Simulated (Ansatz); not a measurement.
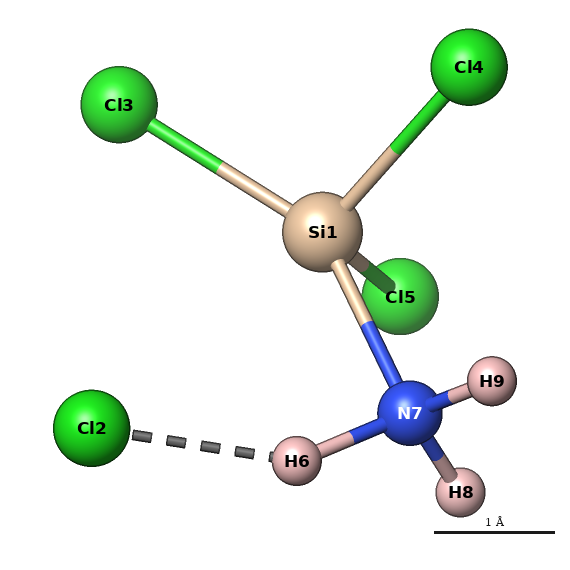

Simulated data, not a measurement (program: Ansatz).

Broken lines mark hydrogen bonds. Geometry: start.

Give donor, acceptor, H···A distance and D–H···A angle of each hydrogen bond.

```csv
D–H···A,D–H (Å),H···A (Å),angle (°),kind
N7–H6···Cl2,1.12,1.74,144,intermolecular
```
